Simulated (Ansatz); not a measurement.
## Electronic structure of O$_{2}$Ti in real space

Input file:

```
crystal:
  periodic: [false, false, false]
  atoms:
    - {symbol: Ti, position_ang: [0.004784, -0.005990, -0.627137]}
    - {symbol: O, position_ang: [1.353362, -0.019732, 0.324117]}
    - {symbol: O, position_ang: [-1.358135, 0.025712, 0.303020]}
basis:
  gaussian: {orbitals: def2-TZVP, initial_orbitals: start.molden}
hamiltonian: {xc: pbe0, dispersion: d4}
output: {orbitals: {seedname: orbitals}}
```

Run with:

```sh
ansatz run in.yaml --threads 4 --pin off --events-out ev --progress --plain --max-ram 3916MiB
```

Geometry: PBE-D4/def2-TZVP.

The calculation used Ansatz, RKS PBE0-D4/def2-TZVP.

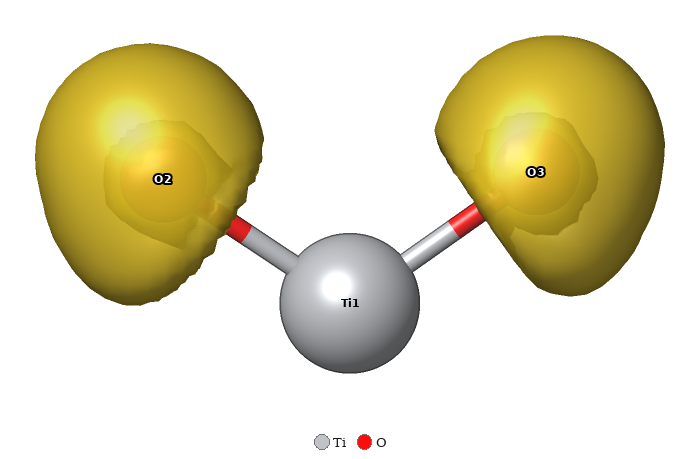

Figure 1. Isosurface of the electron localisation function at 0.75 (yellow), seen at a tilt. Only the valence region is drawn (cores and ρ < 0.01 e/Å³ removed).

> What do the ELF domains correspond to?

The ELF exceeds this value in two regions wrapped around O (the valence shell of each). Profiles from the grid: Ti–O (1.65 Å): the ELF peaks at about 0.80 in the valence shell of O, 0.5 Å from its nucleus, and drops to about 0.35 between the two atoms.

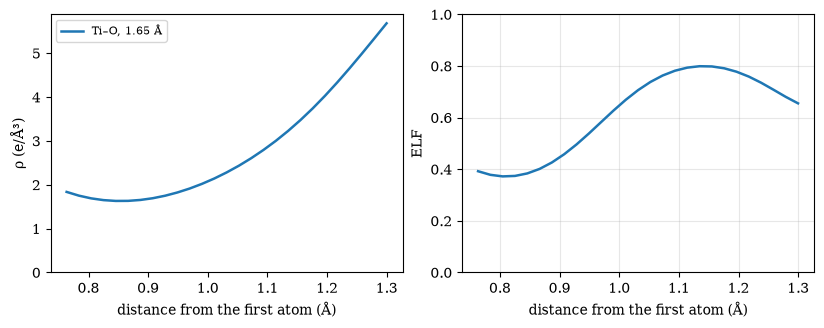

Figure 2. Electron density and electron localisation function along straight lines between neighbouring atoms. The curves leave out the atomic cores.

> What can be read from the curves?

Ti–O (1.65 Å): the density is about 1.7 e/Å³ at the midpoint; the ELF peaks at about 0.80 in the valence shell of O, 0.5 Å from its nucleus, and drops to about 0.35 between the two atoms.
